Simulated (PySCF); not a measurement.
# CH3B (SMILES B[CH]): UB2PLYP/STO-3G

What is the energy change on altering one bond length of CH3B at UB2PLYP/STO-3G? 

Program for the calculation: PySCF 2.14.0.

8 further runs of the same task are left out: 8 set aside as unsound or not needed.

### 1 The system as given

The species is CH3B (5 atoms), meant as a triplet with charge 0. As SMILES, `B[CH]`. The coordinates come from a GFN2-xTB relaxation.

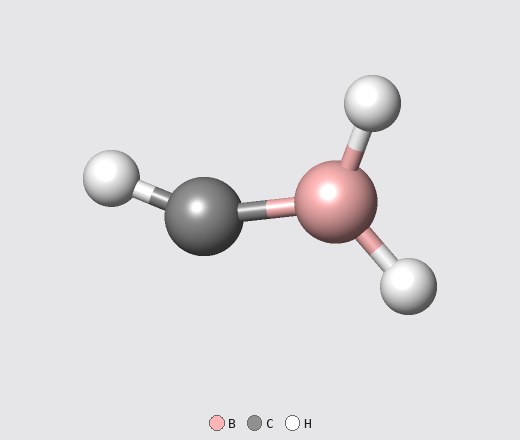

The structure, seen from a chosen angle (boron pink, carbon grey, hydrogen white).

### 2 The energy at UB2PLYP/STO-3G

input.py

```python
from pyscf import gto, dft, mp

mol = gto.M(
    atom='''
B     -0.352450    -0.401400    -0.071360
C      0.507540     0.779550    -0.141970
H     -0.308550    -1.118250     0.866820
H     -1.104620    -0.672740    -0.931370
H      1.258080     1.412850     0.277880
''',
    max_memory=1860,
    spin=2,
    charge=0,
    verbose=3,
    basis='sto-3g',
)

mf = dft.UKS(mol)
mf.xc = '0.53*HF + 0.47*B88, 0.73*LYP'
mf.grids.level = 5
mf.conv_tol = 1e-10
mf.kernel()
if not mf.converged:
    mf = mf.newton().run(mf.mo_coeff, mf.mo_occ)

pt = mp.MP2(mf, frozen=2).run()
etot = mf.e_tot + 0.27 * pt.e_corr
print('PT2 part  %.8f' % (0.27 * pt.e_corr))
print('Final energy', etot)
```

On the command line:

```bash
$ OMP_NUM_THREADS=1 python input.py
```

Output:

```text
WARN: HOMO -0.0732779320241507 >= LUMO -0.146496828446224

converged SCF energy = -63.6666161715387  <S^2> = 2.0085697  2S+1 = 3.0057077
E(UMP2) = -63.7399453193881  E_corr = -0.0733291478494738
E(SCS-UMP2) = -63.7471443217528  E_corr = -0.0805281502141446
PT2 part  -0.01979887
Final energy -63.686415041458034
```

Run time: 2.6 s. Hardware: 1 thread of Arm Neoverse V2, shared host; peak memory 0.18 GiB.

### 3 The distorted shape, same level

run.py

```python
from pyscf import gto, dft, mp

molecule = gto.M(
    atom='''
B      0.471135    -0.348311     1.165356
C      2.096281     1.883362     1.031923
H      0.554094    -1.702961     2.938260
H     -2.087429    -1.271294    -1.760034
H      3.514596     3.080125     1.825324
''',
    basis='sto-3g',
    verbose=4,
    spin=2,
    charge=0,
    unit='bohr',
    max_memory=1860,
)

mf = dft.UKS(molecule, xc='0.53*HF + 0.47*B88, 0.73*LYP')
mf.conv_tol = 1e-10
mf.grids.level = 5
mf.kernel()
if not mf.converged:
    mf = mf.newton().run(mf.mo_coeff, mf.mo_occ)

pt = mp.MP2(mf, frozen=2).run()
energy = mf.e_tot + 0.27 * pt.e_corr
print('PT2 part  %.8f' % (0.27 * pt.e_corr))
print('E = %.10f Eh' % energy)
```

On the command line:

```bash
$ OMP_NUM_THREADS=1 python run.py
```

Output:

```text
PySCF version 2.14.0

[... 56 lines left out ...]
WARN: HOMO -0.0862080511964259 >= LUMO -0.142095754221349
[... 58 lines left out ...]
converged SCF energy = -63.5058006430213  <S^2> = 2.3744326  2S+1 = 3.2400201
[... 1 line left out ...]
******** <class 'pyscf.mp.ump2.UMP2'> ********
nocc = (np.int64(6), np.int64(4)), nmo = (11, 11)
frozen orbitals 2
E(UMP2) = -63.5892397030305  E_corr = -0.0834390600091731
E(SCS-UMP2) = -63.5951137334394  E_corr = -0.0893130904181151
E_corr(same-spin) = -0.0124774402994914
E_corr(oppo-spin) = -0.0709616197096816
PT2 part  -0.02252855
E = -63.5283291892 Eh
```

It took 3.3 s on 1 thread of Arm Neoverse V2, shared host; peak memory 0.18 GiB.

### 4 What came out

Level: UB2PLYP/STO-3G, 2 core orbitals frozen.

| quantity | value |
| --- | --- |
| first shape: total energy | -63.68642 Eh |
| first shape: dipole moment (SCF part) | 1.04 D |
| first shape: HOMO energy (SCF part's orbitals) (highest over α and β) | -6.41 eV |
| first shape: LUMO energy (SCF part's orbitals) (lowest over α and β) | 1.13 eV |
| first shape: ⟨S²⟩ | 2.009 |
| distorted shape: total energy | -63.52833 Eh |
| distorted shape: dipole moment (SCF part) | 1.17 D |
| distorted shape: HOMO energy (SCF part's orbitals) (highest over α and β) | -5.96 eV |
| distorted shape: LUMO energy (SCF part's orbitals) (lowest over α and β) | 1.04 eV |
| distorted shape: ⟨S²⟩ | 2.374 |
| energy change with the B1–H4 bond stretched from 1.174 to 2.114 Å | 4.302 eV |

With the B1–H4 bond stretched from 1.174 to 2.114 Å the energy rises by 4.30 eV (99 kcal/mol). The first shape isn't relaxed at this level, so the change isn't measured from a minimum. The minimal basis adds a large error of its own. ⟨S²⟩ (distorted shape) is 2.37 where a pure triplet has 2.00: the reference is spin-contaminated. Mulliken charges (distorted shape) run from -0.14 on C2 to +0.16 on B1; they depend strongly on the basis.
